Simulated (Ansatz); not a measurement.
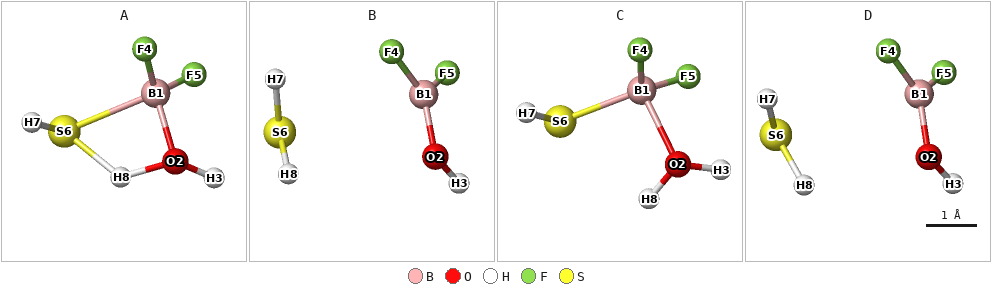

4 geometries from a converged minimum-energy path of BH3SOF2, made up at the start of BHOF2 and H2S, shuffled. A ball-and-stick model, seen face on.

Theory: RKS r2SCAN/def2-SVP in Ansatz 0.2.0. Settings: 9 movable images; climbing image; force threshold 0.03 eV/Å; iteration limit 49; starting path through a guess of the saddle point.

Which frame is the transition state?

Answer. A. In order along the path, whose images run from 0 to 10: B (image 0, 0.0 kJ/mol), D (image 2, +1.0 kJ/mol), A (image 7, +97.2 kJ/mol), C (image 10, +53.2 kJ/mol). Breaking: S6–H8 (1.35 → 1.62 at the top → 2.57 Å). Forming: B1–S6 (3.15 → 2.12 at the top → 1.88 Å), O2–H8 (3.00 → 1.27 at the top → 0.97 Å).

Limits of the set-up: the start holds two separate molecules, 2.6 Å apart at their closest, whose relative position is a soft coordinate and is computed without a dispersion correction.

Cost: 6.4 min on 2 threads of AMD EPYC 7R43 64-Core Processor (Zen 3), with other jobs on the host, peak memory 0.17 GiB.
